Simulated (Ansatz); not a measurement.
One crystal and one scan (frozen-phonon scan) at two levels, PBE (plane waves to 420 eV, PAW, scalar-relativistic; Ansatz, an electronic-structure program) and r2SCAN (plane waves to 500 eV, PAW, scalar-relativistic; Ansatz), each from its own relaxed cell and on its own mesh. The cell shown is that of PBE.

HfC (rock salt)

```
HfC
1.0
    0.00000     4.65154     4.65154
    2.32577     2.32577     4.65154
    2.32577     2.32577     0.00000
C Hf
2 2
Direct
  0.00000   0.00000   0.00000
  0.50000   0.00000   0.00000
  0.00000   0.50000   0.50000
  0.50000   0.50000   0.50000
```

A phonon eigenvector at X = (0.5, 0.5, 0.0) is frozen into this cell: atom i moves by Q times the vector below, so Q is the largest atomic displacement, in Å. The cell is held. It is one choice among 2 degenerate patterns. (q is in reciprocal vectors of the primitive cell; the cell shown is doubled to hold the pattern.)

```json
[
 {"atom": "C1", "x": "0.000", "y": "1.000", "z": "0.000"},
 {"atom": "C2", "x": "0.000", "y": "-1.000", "z": "0.000"},
 {"atom": "Hf3", "x": "0.000", "y": "0.007", "z": "0.000"},
 {"atom": "Hf4", "x": "0.000", "y": "-0.007", "z": "0.000"}
]
```

HfC is run without spin polarisation. HfC was relaxed with its symmetry unable to fall. Spin-orbit coupling is left out, though Hf is heavy. With partly filled bands, energies and forces of such displacements shift with the k mesh and the smearing. Percentages come from the unrounded values. Both scans cover Q from -0.100 to 0.100 Å.

| quantity | PBE | r2SCAN | PBE − r2SCAN |
|---|---|---|---|
| Lattice constant a (Å) | 4.652 | 4.641 | +0.011 (+0.2 %) |
| Energy at Q = 0.100 Å (meV/cell) | 106 | 107 | -1 (-1 %) |
| Harmonic wavenumber from the curvature (finite differences) (cm⁻¹ (negative: imaginary)) | 487 | 488 | -1 (-0.3 %) |

PBE gives the higher value for: lattice constant a. They agree on: energy at Q = 0.100 Å (within 1.5 %); harmonic wavenumber from the curvature (within 1.5 %). Both give the same space group of the distorted cell: Cmcm (No. 63), lowered from Fm-3m.

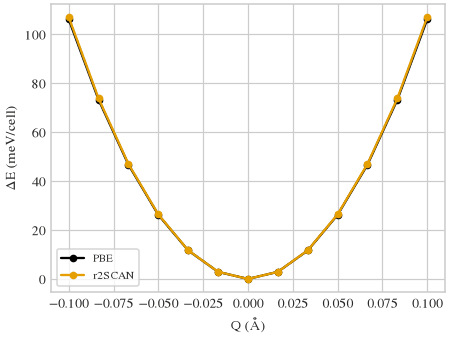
ΔE, each from the undisplaced structure of its own level.

(For displaced atoms, the force is minus the slope of the energy, and its curvature is a force constant, which sets phonon frequencies.)
